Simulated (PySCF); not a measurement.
**RuNCl: relaxation and vibrations of the singlet**

The task is one start of a wider search on RuNCl: the singlet, from a bent start. It is relaxed, tested by its Hessian and followed downhill if it is a saddle.

The runs use PySCF 2.14.0; PBE0, basis Ru def2-TZVP with ECP28, N def2-TZVP, Cl def2-TZVP, scalar-relativistic core potentials, no spin–orbit coupling, density fitting.

### 1 The starting structure

3 atoms, charge 0, spin multiplicity 1.

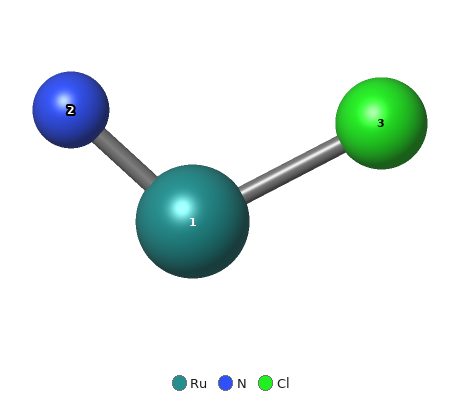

Start geometry, drawn with ruthenium teal, nitrogen blue, chlorine green; atoms are numbered from 1 in the order of the file.

Coordinates in bohr (charge 0 multiplicity 1):
```
Ru    0.0000    0.0000    0.0000
N    -2.6934    0.0000    1.8859
Cl    3.4675    0.0000    2.4279
```

### 2 First SCF at the start

One driver script runs all steps and calls PySCF; scf.py shows how it sets up the SCF of each step. The optimiser is the driver's own. After this first run the driver tries any further starts and a stability analysis.

File scf.py:

```python
from pyscf import gto, scf, dft
mol = gto.M(atom='''
Ru     0.000000     0.000000     0.000000
N     -1.425300     0.000000     0.998000
Cl     1.834900     0.000000     1.284800''',
    basis={'Ru': 'def2-TZVP', 'N': 'def2-TZVP', 'Cl': 'def2-TZVP'},
    ecp={'Ru': 'def2-TZVP'},
    charge=0, spin=0)
mf = dft.RKS(mol, xc='PBE0')
mf.grids.atom_grid = (50, 194)
aux = {'Ru': 'def2-universal-JKFIT', 'N': 'def2-universal-JKFIT', 'Cl': 'def2-universal-JKFIT'}
mf = mf.density_fit(auxbasis=aux)
mf.conv_tol = 1e-08
mf.diis_space = 10
mf.max_cycle = 60
mf.init_guess = 'minao'
mf.verbose = 4
mf.kernel()
```

Launch:

```console
OMP_NUM_THREADS=2 python axn.py task.json out
```

What it wrote:

```text
init E= -601.701019222953
  HOMO = -0.58362544064782  LUMO = -0.472627873054407  gap/eV = 3.02040
cycle= 1 E= -608.377000455679  delta_E= -6.68  |g|= 2.53  |ddm|= 4.25
  HOMO = 0.0422117124426885  LUMO = 0.0500928344351282  gap/eV = 0.21446
cycle= 2 E= -597.793266212359  delta_E= 10.6  |g|= 5.56  |ddm|= 6.93
  HOMO = -0.306029091105014  LUMO = -0.239499939043663  gap/eV = 1.81035
cycle= 3 E= -609.281540629417  delta_E= -11.5  |g|= 1.21  |ddm|= 6.81
  HOMO = -0.222397829379873  LUMO = -0.114141660491414  gap/eV = 2.94580
cycle= 4 E= -609.344712097535  delta_E= -0.0632  |g|=    1  |ddm|= 1.33
  HOMO = -0.27161834546141  LUMO = -0.168533073448617  gap/eV = 2.80509
cycle= 5 E= -609.595406327483  delta_E= -0.251  |g|= 0.213  |ddm|= 0.817
  HOMO = -0.244471837930484  LUMO = -0.14022918500801  gap/eV = 2.83659
cycle= 6 E= -609.589094851355  delta_E= 0.00631  |g|= 0.271  |ddm|= 0.23
  HOMO = -0.256793915230041  LUMO = -0.151872901769439  gap/eV = 2.85505
cycle= 7 E= -609.601579181703  delta_E= -0.0125  |g|= 0.104  |ddm|= 0.109
  HOMO = -0.253965310296912  LUMO = -0.149652820638443  gap/eV = 2.83849
cycle= 8 E= -609.603178816051  delta_E= -0.0016  |g|= 0.0508  |ddm|= 0.0311
  HOMO = -0.251862701917491  LUMO = -0.148252107428515  gap/eV = 2.81939
cycle= 9 E= -609.603616656908  delta_E= -0.000438  |g|= 0.0145  |ddm|= 0.0168
  HOMO = -0.251462541737427  LUMO = -0.148251367616217  gap/eV = 2.80852
cycle= 10 E= -609.603655063858  delta_E= -3.84e-05  |g|= 0.00299  |ddm|= 0.00636
  HOMO = -0.251482428749428  LUMO = -0.148319306885085  gap/eV = 2.80721
cycle= 11 E= -609.603656893364  delta_E= -1.83e-06  |g|= 0.000753  |ddm|= 0.00191
  HOMO = -0.251431415529397  LUMO = -0.148276503066229  gap/eV = 2.80699
cycle= 12 E= -609.603657084292  delta_E= -1.91e-07  |g|= 0.000231  |ddm|= 0.00085
  HOMO = -0.251408423250456  LUMO = -0.148257672995163  gap/eV = 2.80687
cycle= 13 E= -609.603657184016  delta_E= -9.97e-08  |g|= 7.71e-05  |ddm|= 0.00108
  HOMO = -0.251409527945593  LUMO = -0.148255038261514  gap/eV = 2.80698
cycle= 14 E= -609.603657215283  delta_E= -3.13e-08  |g|= 3.84e-05  |ddm|= 0.000719
  HOMO = -0.25141199806087  LUMO = -0.148253918892962  gap/eV = 2.80707
cycle= 15 E= -609.603657222405  delta_E= -7.12e-09  |g|= 1.4e-05  |ddm|= 0.000416
  HOMO = -0.251408942065148  LUMO = -0.148251249288587  gap/eV = 2.80706
Extra cycle  E= -609.603657222542  delta_E= -1.37e-10  |g|= 3.46e-05  |ddm|= 5.5e-05
converged SCF energy = -609.603657222542
```

This step, with its further starts and checks, took 8.2 s on 2 threads of Arm Neoverse V2, shared host.

The starts that the driver tried:

```
                      start  energy (Eh)
    the minimal-basis guess  -609.603657
a thermally smeared density  -609.603657
      a smeared PBE density  -609.603657
```

No lower closed-shell solution turned up from the other starts or in the test of internal stability.

### 3 Relaxing the singlet from the bent start

The program finds Cs symmetry in the start, which this walk keeps.

scf.py, as its differences from that of step 2:

```diff
@@ -3,3 +3,3 @@
-Ru     0.000000     0.000000     0.000000
-N     -1.425300     0.000000     0.998000
-Cl     1.834900     0.000000     1.284800''',
+Ru    -0.292993     0.000000    -0.390406
+N     -1.718293     0.000000     0.607594
+Cl     1.541907     0.000000     0.894394''',
@@ -16 +15,0 @@
-mf.init_guess = 'minao'
```

Steps of the walk:

```
step  energy (Eh)  change (kJ/mol)  largest symmetric gradient (Eh/bohr)
   0  -609.603657             0.00                               0.13154
   1  -609.642860          -102.93                               0.04125
   2  -609.645711          -110.41                               0.02246
   3  -609.647350          -114.72                               0.01615
   4  -609.648697          -118.25                               0.00667
   5  -609.649012          -119.08                               0.00537
   6  -609.649077          -119.25                               0.00342
   7  -609.649079          -119.25                               0.00160
   8  -609.649085          -119.27                               0.00008
   9  -609.649085          -119.27                               0.00001
```

The walk took 16 s.

Positions (Å) and forces (eV/Å) along the way:

```
step 0
Ru  -0.293   0.000  -0.390  -6.680   0.000   5.944
N   -1.718   0.000   0.608   6.764   0.000  -5.381
Cl   1.542   0.000   0.894  -0.084   0.000  -0.563
step 1
Ru  -0.366   0.000  -0.287   1.640   0.000  -0.715
N   -1.646   0.000   0.527  -2.121   0.000   0.794
Cl   1.543   0.000   0.872   0.481   0.000  -0.079
step 5
Ru  -0.364   0.000  -0.100  -0.209   0.000   0.205
N   -1.829   0.000   0.398   0.276   0.000  -0.134
Cl   1.724   0.000   0.813  -0.068   0.000  -0.071
step 9
Ru  -0.365   0.000  -0.072  -0.001   0.000   0.001
N   -1.841   0.000   0.380   0.000   0.000   0.006
Cl   1.737   0.000   0.804   0.001   0.000  -0.007
```

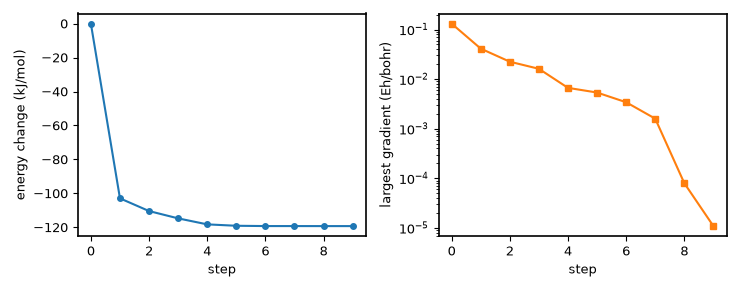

How energy and gradient fall.

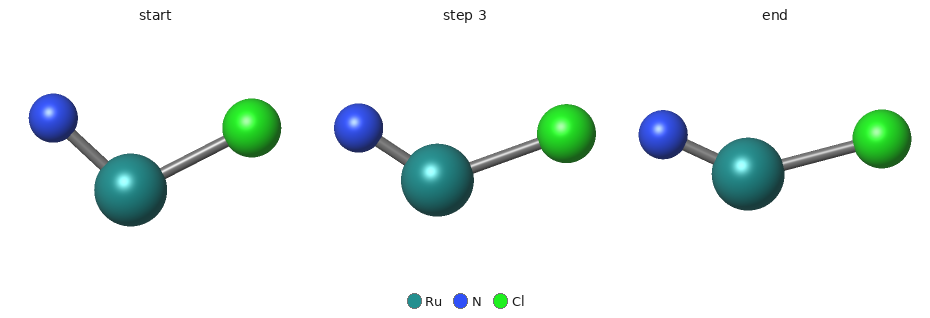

Start and end of the relaxation, with a step between.

End point (Cs, 9 steps, 119.3 kJ/mol gained): Ru–Cl 2.277 Å, Ru–N 1.543 Å; Cl–Ru–N 140.4°.

### 4 Hessian and properties

The point is checked on the finer grid, and tightened if its gradient asks for it. The Hessian and the dipole derivatives come from central differences of analytic gradients, with steps of 0.02 bohr.

scf.py, as its differences from that of step 3:

```diff
@@ -3,3 +3,3 @@
-Ru    -0.292993     0.000000    -0.390406
-N     -1.718293     0.000000     0.607594
-Cl     1.541907     0.000000     0.894394''',
+Ru    -0.350184     0.000000    -0.247818
+N     -1.824302     0.000000     0.208450
+Cl     1.750139     0.000000     0.631492''',
@@ -10 +10 @@
-mf.grids.atom_grid = (50, 194)
+mf.grids.atom_grid = (75, 302)
@@ -13 +13 @@
-mf.conv_tol = 1e-08
+mf.conv_tol = 1e-10
```

This SCF starts from the last density.

Log of the central SCF (cycles and frontier levels):

```text
init E= -609.649006414109
  HOMO = -0.261689946277509  LUMO = -0.133580252699633  gap/eV = 3.48604
cycle= 1 E= -609.649006414106  delta_E= 3.18e-12  |g|= 4.59e-06  |ddm|= 7.29e-06
  HOMO = -0.26169057751328  LUMO = -0.133581034462214  gap/eV = 3.48604
Extra cycle  E= -609.649006414094  delta_E= 1.21e-11  |g|= 8.75e-06  |ddm|= 1.13e-05
converged SCF energy = -609.649006414094
```

The whole step took 38 s.

Geometry: Cs; Ru–Cl 2.277 Å, Ru–N 1.543 Å; Cl–Ru–N 140.1°.

Modes, for the most abundant isotopes:

```tsv
symmetry	ω (cm⁻¹)	IR (km/mol)
a'	121	14.8
a'	380	56.4
a'	1272	113
```

All wavenumbers are real: a minimum.

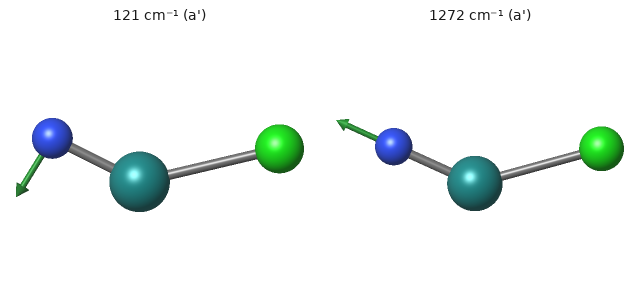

How the atoms move in 2 of the modes.

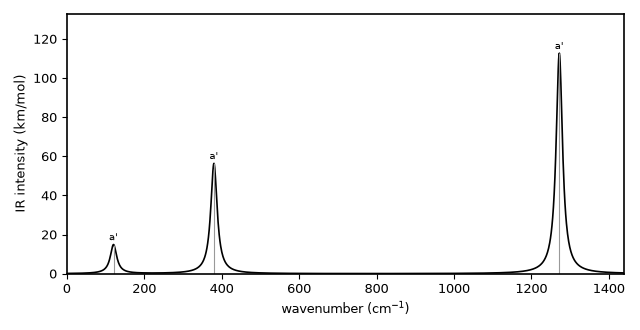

The harmonic infrared spectrum (widths in cm⁻¹). Lines are broadened to a width of 20 cm⁻¹ (Lorentzian).

Constants and moments:

```
Dipole moment                                                   : 3.05 D
Highest occupied level                                          : -7.12 eV
Lowest empty level                                              : -3.63 eV
Rotational constants                                            : 1.78, 0.09494, 0.09014 cm⁻¹
Zero-point energy                                               : 10.6 kJ/mol
Principal polarisabilities                                      : 33.6, 35.4, 69.6 bohr³
Atomisation energy without zero-point energy                    : 823 kJ/mol
Principal traceless quadrupole moments about the centre of mass : -7.01, 2.42, 4.59 D Å
Entropy at 298.15 K and 1 bar                                   : 290.0 J/(mol K)
Heat capacity Cp at 298.15 K                                    : 48.3 J/(mol K)
Enthalpy at 298.15 K above 0 K                                  : 12.64 kJ/mol
Rotational symmetry number                                      : 1
```

Charges (e) and bond orders:

| atom | Mulliken | Löwdin | polar tensor | Mayer order to Ru1 |
| --- | --- | --- | --- | --- |
| Ru1 | 0.86 | 0.21 | 1.26 | – |
| N2 | -0.39 | -0.11 | -0.60 | 2.77 |
| Cl3 | -0.47 | -0.10 | -0.65 | 0.85 |

Outer orbital energies (eV). occupied: -12.03, -11.63, -11.57, -9.53, -9.02, -8.80, -7.14, -7.12; empty: -3.63, -2.53, -1.90, 0.46.

Mulliken populations on Ru1 (outside its core potential): s 2.22, p 6.08, d 6.82, f 0.02.

### 5 Would spin polarisation lower it?

At the lowest minimum the closed shell is tested against spin polarisation, on the (50, 194) grid. It is stable.

### 6 Results

| quantity | value |
| --- | --- |
| minimum | singlet, Cs |
| geometry | Ru–Cl 2.277 Å, Ru–N 1.543 Å; Cl–Ru–N 140.1° |
| wavenumbers (cm⁻¹) | 121 (a'), 380 (a'), 1272 (a') |
| dipole moment | 3.05 D |
| highest occupied, lowest empty level | -7.12, -3.63 eV |
| polar-tensor charge of Ru1 | +1.26 e |
| zero-point energy | 10.6 kJ/mol |
| entropy at 298.15 K | 290.0 J/(mol K) |
| atomisation energy (no zero-point energy) | 823 kJ/mol |

What this shows: The molecule stays Cs, as typed, and the end point is a minimum. In the infrared the band at 1272 cm⁻¹ (a', stretch) leads. Other starts or spin states, not run here, may lie lower.

The search up to here took 65 s on 2 threads of Arm Neoverse V2, shared host.
